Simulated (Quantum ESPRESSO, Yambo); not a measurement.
# Quasiparticle gap of KCl (Sylvite) in Yambo, part 2 of 2

How does a plane-wave GW calculation on KCl (Sylvite) run from the first input to the gap?

Quantum ESPRESSO 7.5 and Yambo 5.3.0; PBE and many-body steps on it, plane waves. Known limits of the many-body steps: not at the basis limit.

So far. Step 2 (Ground state): The gap is direct, at Γ. Step 3 (Bands along the symmetry lines): The gap is 5.190 eV, as in the run before at this level.

**4. Empty states on the mesh, 4×4×4 mesh, 743 bands**

Level of this step: DFT, PBE, plane waves, norm-conserving pseudopotentials (Quantum ESPRESSO).

The sums over transitions need many empty states on a uniform mesh; this step solves for them.

pw.in

```
&control
  calculation = 'nscf'
  prefix = 'x'
  outdir = 'o'
  pseudo_dir = 'pseudo'
/
&system
  ibrav = 0
  nat = 2
  ntyp = 2
  ecutwfc = 66.0
  nbnd = 743
  force_symmorphic = .true.
/
&electrons
  conv_thr = 1e-9
  electron_maxstep = 80
  diago_full_acc = .true.
  diago_thr_init = 5e-6
/
ATOMIC_SPECIES
  K 39.098 K.upf
  Cl 35.45 Cl.upf
CELL_PARAMETERS angstrom
  -0.0000000000 3.1464700000 3.1464700000
  3.1464700000 0.0000000000 3.1464700000
  3.1464700000 3.1464700000 -0.0000000000
ATOMIC_POSITIONS crystal
  K 0.0000000000 0.0000000000 0.0000000000
  Cl 0.5000000000 0.5000000000 0.5000000000
K_POINTS automatic
  4 4 4 0 0 0
```

Started as:

```console
$ OMP_NUM_THREADS=1 mpirun -n 4 pw.x -nk 4 -in pw.in > pw.out
```

The log of the run:

```text
[banner, memory and clock lines left out]
Program PWSCF v.7.5 starts

     Atomic positions and unit cell read from directory:
     o/x.save/

     Message from routine setup:
     using ibrav=0 with symmetry is DISCOURAGED, use correct ibrav instead

     G-vector sticks info

     bravais-lattice index     =            0
     lattice parameter (alat)  =       8.4089  a.u.
     unit-cell volume          =     420.4336 (a.u.)^3
     number of atoms/cell      =            2
     number of atomic types    =            2
     number of electrons       =        16.00
     number of Kohn-Sham states=          743
     kinetic-energy cutoff     =      66.0000  Ry
     charge density cutoff     =     264.0000  Ry
     Exchange-correlation= PBE
                           (   1   4   3   4   0   0   0)

     celldm(1)=   8.408867  celldm(2)=   0.000000  celldm(3)=   0.000000
     celldm(4)=   0.000000  celldm(5)=   0.000000  celldm(6)=   0.000000

     crystal axes: (cart. coord. in units of alat)
               a(1) = (  -0.000000   0.707107   0.707107 )
               a(2) = (   0.707107   0.000000   0.707107 )
               a(3) = (   0.707107   0.707107  -0.000000 )

     reciprocal axes: (cart. coord. in units 2 pi/alat)
               b(1) = ( -0.707107  0.707107  0.707107 )
               b(2) = (  0.707107 -0.707107  0.707107 )
               b(3) = (  0.707107  0.707107 -0.707107 )
     Pseudo is Norm-conserving + core correction, Zval =  9.0
     Generated using ONCVPSP code by D. R. Hamann
     Using radial grid of 2222 points,  6 beta functions with:
     Pseudo is Norm-conserving + core correction, Zval =  7.0
     Generated using ONCVPSP code by D. R. Hamann
     Using radial grid of 1028 points,  6 beta functions with:
     K                 9.00    39.09800     K ( 1.00)
     Cl                7.00    35.45000     Cl( 1.00)

     48 Sym. Ops., with inversion, found

   Cartesian axes

     site n.     atom                  positions (alat units)
         1        K      tau(   1) = (   0.0000000   0.0000000   0.0000000  )
         2        Cl     tau(   2) = (   0.7071068   0.7071068   0.7071068  )

     number of k points=     8
                       cart. coord. in units 2pi/alat
        k(    1) = (   0.0000000   0.0000000   0.0000000), wk =   0.0312500
        k(    2) = (   0.1767767   0.1767767  -0.1767767), wk =   0.2500000
        k(    3) = (  -0.3535534  -0.3535534   0.3535534), wk =   0.1250000
[...]
k(    7) = (  -0.7071068   0.0000000   0.0000000), wk =   0.0937500
        k(    8) = (  -0.7071068   0.3535534   0.0000000), wk =   0.1875000

     Dense  grid:    30467 G-vectors     FFT dimensions: (  45,  45,  45)

     The potential is recalculated from file :
     o/x.save/charge-density

     Starting wfcs are    9 randomized atomic wfcs +  734 random wfcs

     Band Structure Calculation

     End of band structure calculation

          k = 0.0000 0.0000 0.0000 (  3839 PWs)   bands (ev):

   -26.2911 -11.2133  -9.7514  -9.7514  -9.7514   0.9045   0.9045   0.9045
     6.0941   9.2710   9.2710   9.2710  10.1289  10.1289  13.8753  16.8967
    16.8967  16.8967  18.8618  18.8618  18.8618  19.1841  19.1841  22.6007
[...]
[... 81 further rows ...]
[...]
294.8753 294.8753 294.8753 295.3155 295.3155 295.3155 295.4608

          k = 0.1768 0.1768-0.1768 (  3807 PWs)   bands (ev):

[...]
[... 81 further rows ...]
[...]
292.1410 292.1410 292.3683 292.6945 292.7635 292.7635 293.2845

          k =-0.3536-0.3536 0.3536 (  3798 PWs)   bands (ev):

[...]
55.3085  56.2237  56.2237  56.2615  60.4230  60.4230  60.9455  60.9455
     [... 81 further rows ...]
   292.5602 292.6266 293.1015 293.1524 293.2644 293.2644 293.5957 293.5957
   293.8413 293.8413 293.9484 293.9484 294.2981 294.4234 294.5244

          k = 0.3536 0.0000 0.0000 (  3831 PWs)   bands (ev):

     [... further k-points ...]

     highest occupied, lowest unoccupied level (ev):     0.9045    6.0941

     XML data file, pseudopotentials, collected wavefunctions
```

Wall time 2.2 min (4 MPI ranks of Intel Xeon Platinum 8259CL at 2.50GHz (Skylake/Cascade Lake), shared host); peak memory 1.5 GiB.

Numbers from this step:

| Quantity | Value |
| --- | --- |
| gap | 5.190 eV |
| k of the valence top | 0, 0, 0 |
| k of the conduction bottom | 0, 0, 0 |
| least direct gap | 5.190 eV |
| k points computed | 8 |
| lowest point of the top converged band, above the valence top | 292.3800 eV |

On this mesh the gap is 5.190 eV.

**5. Conversion and set-up**

This step: Yambo 5.3.0; conversion and set-up on PBE, plane waves, norm-conserving pseudopotentials.

The states are converted to the many-body program's format and the q mesh is built.

Started as:

```console
$ (cd o/x.save; p2y > p2y.log; mv SAVE ../..); yambo > setup.log
```

The log of the run:

```text
 Yambo, version 5.3.0

 [02] CORE Variables Setup
 =========================

  [02.01] Unit cells
  ==================

  Cell kind             :  FCC
  Atoms in the cell     :  K  Cl
  number of K  atoms    :  1
  number of Cl atoms    :  1

  List of atomic masses
  Mass of K     :  39.09800
  Mass of Cl    :  35.45000

  List of atomic coordinates    : [cc]
  K1       :  0.000000  0.000000  0.000000  order 1
  Cl1       :  5.945967  5.945967  5.945967  order 2

  Alat factors          :  5.945967  5.945967  5.945967 [a.u.]
  Direct lattice volume :  420.4336 [a.u.]
  Direct lattice vectors:  A[ 1 ]  A[ 2 ]  A[ 3 ]
   A[ 1 ]: -0.000000  1.000000  1.000000  [iru]
  -0.000000  5.945967  5.945967  [cc]
   A[ 2 ]:  1.000000  0.000000  1.000000  [iru]
   5.945967  0.000000  5.945967  [cc]
   A[ 3 ]:  1.000000  1.000000 -0.000000  [iru]
   5.945967  5.945967 -0.000000  [cc]

  Recip. lattice volume :  0.589987 [a.u.]
  Recip. lattice vectors:  B[ 1 ]  B[ 2 ]  B[ 3 ]
   B[ 1 ]: -0.500000  0.500000  0.500000  [iku]
  -0.528357  0.528357  0.528357  [cc]
   B[ 2 ]:  0.500000 -0.500000  0.500000  [iku]
   0.528357 -0.528357  0.528357  [cc]
   B[ 3 ]:  0.500000  0.500000 -0.500000  [iku]
   0.528357  0.528357 -0.528357  [cc]

  [02.02] Symmetries
  ==================

  Inversion symmetry    : yes
  Spatial inversion     : yes
  Inversion index       :  25
  K-space Time-reversal : no
  Magnetic symmetries   : no
  Group table correct   : yes
  Symmetries units      :  [cc]

   [S  1]:   1.0000      0.31277E-16  0.31277E-16  0.31277E-16   1.0000     -0.31277E-16 -0.31277E-16 -0.31277E-16   1.0000
   [S  2]:  -1.0000     -0.31277E-16  0.31277E-16 -0.31277E-16  -1.0000     -0.31277E-16  0.31277E-16  0.31277E-16   1.0000
   [S  3]:  -1.0000      0.31277E-16 -0.31277E-16 -0.31277E-16   1.0000      0.31277E-16  0.31277E-16 -0.31277E-16  -1.0000
[...]
[... 36 further rows ...]
   [S 47]:  0.31277E-16   1.0000     -0.31277E-16 -0.31277E-16  0.31277E-16  -1.0000       1.0000     -0.31277E-16  0.31277E-16
   [S 48]:  0.31277E-16  -1.0000      0.31277E-16 -0.31277E-16 -0.31277E-16   1.0000       1.0000      0.31277E-16 -0.31277E-16

  [02.03] Reciprocal space
  ========================

  nG shells         :   318
  nG charge         :  30467
  nG WFs            :   4637
  nC WFs            :   3839
  G-vecs. in first 31 shells:  [ Number ]
     1    9   15   27   51   59   65   89  113
    137   169   181   229   259   283   307   331   339
    387   411   459   531   537   561   609   645   701
    725   749   821   869
  ...
  Shell energy in first 31 shells:  [ mHa ]
    0.00000      418.742      558.322      1116.64      1535.39      1674.97      2233.29      2652.03      2791.61
    3349.93      3768.67      4466.58      4885.32      5024.90      5583.22      6001.96      6141.54      6699.87
[...]
BZ  K-points                                      :   64

  K/Q-points units:
  rlu = crystal or reduced units; cc = cartesian coordinates; iku = interal k-units

  K [1]          [rlu]:  0.000000  0.000000  0.000000
         WF components:   3839
  K [2]          [rlu]: -0.15791E-17 -0.15791E-17  0.25000
         WF components:   3807
  K [3]          [rlu]:  0.17883E-18  0.17883E-18 -0.50000
         WF components:   3798
  K [4]          [rlu]:  0.51284E-17  0.25000      0.25000
         WF components:   3831
  K [5]          [rlu]: -0.23018E-16  0.25000     -0.50000
         WF components:   3822
  [... 2 further k-points ...]
  K [8]          [rlu]:  0.250000 -0.500000 -0.250000
         WF components:   3828

  [02.05] Energies & Occupations
  ==============================

  [X] === General ===
  [X] Electronic Temperature                        :  0.000000  0.000000 [eV K]
  [X] Bosonic    Temperature                        :  0.000000  0.000000 [eV K]
  [X] Finite Temperature mode                       : no
  [X] El. density                                   :  0.25681E+24 [cm-3]
  [X] Fermi Level                                   :  0.904510 [eV]

  [X] === Gaps and Widths ===
  [X] Conduction Band Min                           :  5.189547 [eV]
  [X] Valence Band Max                              :  0.000000 [eV]
  [X] Filled Bands                                  :   8
  [X] Empty Bands                                   :     9   743
  [X] Direct Gap                                    :  5.189547 [eV]
  [X] Direct Gap localized at k                     :  1
  [X] Indirect Gap                                  :  5.189547 [eV]
  [X] Indirect Gap between kpts                     :  1  1
  [X] Last valence band width                       :  0.471834 [eV]
  [X] 1st conduction band width                     :  2.840959 [eV]

  E @ K [1]:  [eV]
   -27.196      -12.118      -10.656      -10.656      -10.656     -0.49576E-11 -0.13278E-11   0.0000
    5.18955   8.36653   8.36653   8.36653   9.22443   9.22443  12.97082  15.99214
  occ @ K [1]
   2.000000  2.000000  2.000000  2.000000  2.000000  2.000000  2.000000  2.000000
[...]
E @ K [2]:  [eV]
[...]
occ @ K [2]
[...]
E @ K [3]:  [eV]
[...]
occ @ K [3]
[...]
E @ K [4]:  [eV]
[...]
occ @ K [4]
[...]
E @ K [5]:  [eV]
[...]
occ @ K [5]
[...]
[... 2 further k-points ...]
  E @ K [8]:  [eV]
[...]
occ @ K [8]
   2.000000  2.000000  2.000000  2.000000  2.000000  2.000000  2.000000  2.000000
   0.000000  0.000000  0.000000  0.000000  0.000000  0.000000  0.000000  0.000000

 [03] Transferred momenta grid and indexing
 ==========================================

 IBZ Q-points                                      :   8
 BZ  Q-points                                      :   64

 K/Q-points units:
 rlu = crystal or reduced units; cc = cartesian coordinates; iku = interal k-units

 Q [1]          [rlu]:  0.000000  0.000000  0.000000
 Q [2]          [rlu]: -0.15791E-17 -0.15791E-17  0.25000
 Q [3]          [rlu]:  0.17883E-18  0.17883E-18 -0.50000
[...]
Q [7]          [rlu]: -0.10257E-16 -0.50000     -0.50000
 Q [8]          [rlu]:  0.250000 -0.500000 -0.250000

  [03.01] X indexes
  =================

   [03.01.01] Sigma indexes
   ========================

 [06] Game Over & Game summary
```

Elapsed: 4 s, on 1 MPI rank; peak memory 0.25 GiB.

**6. Screening and self-energy, 4×4×4 mesh, 307 bands, screening to 231.3 eV**

G0W0 replaces the xc potential by the self-energy, built once from these orbitals. Only a window of levels is corrected, while the sums run over the empty bands that the input names.

This step: G0W0 on PBE, plane waves, norm-conserving pseudopotentials.

gw2.in

```
HF_and_locXC
gw0
dyson
ppa
em1d
rim_cut
RandQpts= 1000000
RandGvec= 1 RL
EXXRLvcs= 66 Ry
VXCRLvcs= 264 Ry
Chimod= "HARTREE"
% BndsRnXp
 1 | 307 |
%
NGsBlkXp= 17 Ry
% LongDrXp
 1 | 1 | 1 |
%
% GbndRnge
 1 | 307 |
%
DysSolver= "n"
ExtendOut
PPAPntXp= 27.21138 eV
% QPkrange
 1 | 1 | 7 | 10 |
%
```

Started as:

```console
$ OMP_NUM_THREADS=1 mpirun -n 4 yambo -F gw2.in -J gw2 -C gw2 > gw2.log
```

The log of the run:

```text
 Yambo, version 5.3.0

 [02] CORE Variables Setup
 =========================

  [... cell, symmetries and grids as in the set-up ...]

  [02.05] Energies & Occupations
  ==============================

  [X] === General ===
  [X] Electronic Temperature                        :  0.000000  0.000000 [eV K]
  [X] Bosonic    Temperature                        :  0.000000  0.000000 [eV K]
  [X] Finite Temperature mode                       : no
  [X] El. density                                   :  0.25681E+24 [cm-3]
  [X] Fermi Level                                   :  0.904510 [eV]

  [X] === Gaps and Widths ===
  [X] Conduction Band Min                           :  5.189547 [eV]
  [X] Valence Band Max                              :  0.000000 [eV]
  [X] Filled Bands                                  :   8
  [X] Empty Bands                                   :     9   743
  [X] Direct Gap                                    :  5.189547 [eV]
  [X] Direct Gap localized at k                     :  1
  [X] Indirect Gap                                  :  5.189547 [eV]
  [X] Indirect Gap between kpts                     :  1  1
  [X] Last valence band width                       :  0.471834 [eV]
  [X] 1st conduction band width                     :  2.840959 [eV]

 [03] Transferred momenta grid and indexing
 ==========================================

 IBZ Q-points                                      :   8
 BZ  Q-points                                      :   64

 K/Q-points units:
 rlu = crystal or reduced units; cc = cartesian coordinates; iku = interal k-units

 Q [1]          [rlu]:  0.000000  0.000000  0.000000
 Q [2]          [rlu]: -0.15791E-17 -0.15791E-17  0.25000
 Q [3]          [rlu]:  0.17883E-18  0.17883E-18 -0.50000
 Q [4]          [rlu]:  0.51284E-17  0.25000      0.25000
 Q [5]          [rlu]: -0.24866E-16  0.25000      0.50000
 Q [6]          [rlu]:  0.31581E-17  0.25000     -0.25000
 Q [7]          [rlu]: -0.10257E-16 -0.50000     -0.50000
 Q [8]          [rlu]:  0.250000 -0.500000 -0.250000

 [04] Coloumb potential Random Integration (RIM)
 ===============================================

  [04.01] RIM initialization
  ==========================

  * Diagonal components only detected *

  8 x (sBL volume)        :  0.073748 [a.u.]
  sBZ random points       :  1000000
  Points outside the sBZ  :   7999624
  RL volume               :  0.589987 [a.u.]
  Integrated volume       :  0.590014 [a.u.]

  [04.02] RIM integrals
  =====================

  Gamma point sphere radius             :  0.076068 [a.u.]
  Points outside the sphere             :   799635
  [Int_sBZ(q=0) 1/q^2]*(Vol_sBZ)^(-1/3) =:  7.763403
                                 should be <:  7.795600

  Summary of Coulomb integrals for non-metallic bands |Q|[au] RIM/Bare

  Q [1] 0.100000E-4 0.995870 * Q [2] 0.228785 1.064378
  Q [4] 0.264178 1.063960 * Q [6] 0.373605 1.026260
  Q [5] 0.438090 1.019161 * Q [3] 0.457571 1.016674
  Q [7] 0.528357 1.013019 * Q [8] 0.590721 1.010006

 [WARNING] [Xp] User bands 1-307 break level degeneracy

 [05] Dipoles
 ============

  [05.01] Setup: observables and procedures
  =========================================

 [06] Dynamic Dielectric Matrix (PPA)
 ====================================

 [WR./gw2//ndb.pp]---------------------------------------------------------------
  Brillouin Zone Q/K grids (IBZ/BZ)                :    8   64    8   64
  RL vectors                                       :   4645 [WF]
  Coulomb cutoff potential                         : none
  Electronic Temperature                           :  0.000000 [K]
  Bosonic    Temperature                           :  0.000000 [K]
  PPA    diel. fun.  energies                      : Perdew, Burke & Ernzerhof(X)+Perdew, Burke & Ernzerhof(C)
  wavefunctions                                    : Perdew, Burke & Ernzerhof(X)+Perdew, Burke & Ernzerhof(C)
  Global Gauge                                     : length
  X matrix size                                    :   537
  X band range                                     :    1  307
  X e/h energy range                               : -1.000000 -1.000000 [eV]
  X Time ordering                                  : R
  X Hxc Kernel                                     : HARTREE
  X Drude frequency                                :  0.000000  0.000000
  X poles                                          :  100.0000 [o/o]
  RL vectors in the sum                            :   4645
  [r,Vnl] included                                 : yes
  Field direction                                  :  0.577350E-5  0.577350E-5  0.577350E-5
  BZ energy Double Grid                            : no
  BZ energy DbGd points                            : 0
  BZ Q point size factor                           : -1.000000
  X Optical Averaged directions                    : none

 [07] Local Exchange-Correlation + Non-Local Fock
 ================================================

 [VXC] Plane waves :  30467
 [EXS] Plane waves :   3943

 QP @ state[ 1 ] K range:  1  1
 QP @ state[ 1 ] b range:   7  10

 [xc] Functional : Perdew, Burke & Ernzerhof(X)+Perdew, Burke & Ernzerhof(C)
 [xc] LIBXC used to calculate xc functional
  PP Number of Atomic Species                      :  2
  NLCC RL compoments                               :  30467
  PP Number of Atomic Species                      :  2
  NLCC RL compoments                               :  30467

 [xc] E_xc :  -7.315493 [Ha]
      E_xc :  -14.63099 [Ry]

  Local XC kind (lXC) : Perdew, Burke & Ernzerhof(X)+Perdew, Burke & Ernzerhof(C)
  Non-Local XC kind (nlXC) : Hartree-Fock

  Corrections @ K [1] :  [eV]
 <7|nlXC|7> = -18.61843  0.36386E-17 <7|lXC|7> = -14.14755  0.000000
 <8|nlXC|8> = -18.61839  0.63390E-17 <8|lXC|8> = -14.14755 -0.75527E-15
 <9|nlXC|9> = -3.270736  0.26382E-18 <9|lXC|9> = -6.954806 -0.18882E-15
 <10|nlXC|10> = -4.064588  0.12840E-17 <10|lXC|10> = -8.956462  0.47204E-16

 [08] Dyson equation: Newton solver
 ==================================

  [08.01] G0W0 (W PPA)
  ====================

  [  GW  ] Bands range     :    1  307
  [GW/PPA] G damping       :  0.100000 [eV]

  QP @ state[ 1 ] K range:  1  1
  QP @ state[ 1 ] b range:   7  10

   Sc/G bands                                       :    1  307
   Sc/G damping                                     :  0.100000 ev
   Sc bands terminator                              : no
   Sx RL components                                 :   3943

   QP @ state[ 1 ] K range                          :  1  1
   QP @ state[ 1 ] b range                          :   7  10
   GF energies kind                                 : Perdew, Burke & Ernzerhof(X)+Perdew, Burke & Ernzerhof(C)
   GF WF`s kind                                     : Perdew, Burke & Ernzerhof(X)+Perdew, Burke & Ernzerhof(C)
   Xs energies kind                                 : Perdew, Burke & Ernzerhof(X)+Perdew, Burke & Ernzerhof(C)
   Xs WF`s kind                                     : Perdew, Burke & Ernzerhof(X)+Perdew, Burke & Ernzerhof(C)

 [11] Game Over & Game summary
```

Elapsed: 10 min, on 4 MPI ranks; peak memory 2.2 GiB.

Numbers from this step:

```yaml
g0w0_gap_on_the_points_computed: 8.190 eV
starting_gap_on_the_mesh: 5.190 eV
k_of_the_valence_top: 0, 0, 0
k_of_the_conduction_bottom: 0, 0, 0
least_direct_g0w0_gap_on_the_computed_points: 8.190 eV
z_at_the_valence_top: 0.8156
z_at_the_conduction_bottom: 0.8785
```

The gap on the mesh goes from 5.19 eV to 8.19 eV, a correction of +3.00 eV.

Limits: finite bands, cutoff and mesh. v1 is the top filled band, c1 the lowest empty one. Levels before and after the correction, in eV, zero at the valence-band top of each column:

```
           conduction bottom  valence top
Kohn-Sham               5.19         0.00
     G0W0               8.19         0.00
```

```
             level  energy (eV)
Kohn-Sham  Γ v2-v1        0.000
Kohn-Sham     Γ c1        5.190
Kohn-Sham     Γ c2        8.367
     G0W0  Γ v2-v1        0.000
     G0W0     Γ c1        8.190
     G0W0     Γ c2       12.293
```

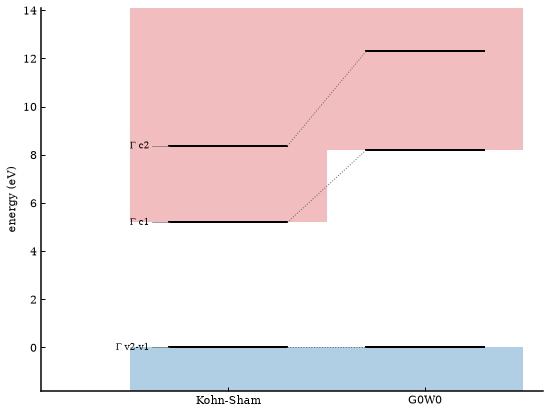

Levels before and after the correction. Shaded: valence and conduction bands.

**7. Where the time went**

Times are wall times on the hardware named with each run, good to a factor of about two.

```
                          step     time  share  memory (GiB)
                  ground state    6.7 s    1 %          0.28
bands along the symmetry lines      8 s    1 %          0.25
      empty states on the mesh  2.2 min   17 %           1.5
         conversion and set-up      4 s    1 %          0.25
     screening and self-energy   10 min   80 %           2.2
```

**8. Summary of results**

```
PBE gap              : 5.19 eV, direct
G0W0 gap on the mesh : 8.19 eV
GW settings          : 4×4×4 mesh, 307 bands, screening to 231.3 eV, Godby-Needs plasmon pole
known limits         : not at the basis limit
```

G0W0 moves the gap on the mesh from 5.19 eV to 8.19 eV (+3.00 eV), with Z of 0.82 and 0.88 at the edges. Only 1 of the mesh's irreducible points was corrected, so a valley elsewhere could overtake. The dearest step here is «screening and self-energy». Bands and cutoff are finite, so the gap is not at the basis limit. The miss can reach some tenths of an eV and take either sign; the mesh is an error of its own. In the G0W0 run levels were corrected at 1 k point alone, so a gap called «on the mesh» is the least over those, and an edge elsewhere would be missed.

[Paths, hosts, dates, memory and timing lines, banners, echoed tables and standing remarks are left out of the program output.]

[Logs are printed without paths, hosts, clocks, repeated set-up lines and the standing remarks that a program may print on its own settings, such as how far it seeks lower states.]

[Runs of the session that timed out or met a known fault of the program may be left out.]

[Hosts, paths, dates, database ids (printed as entryN), source tags and the programs' standing remarks are cut or masked in the printed files.]
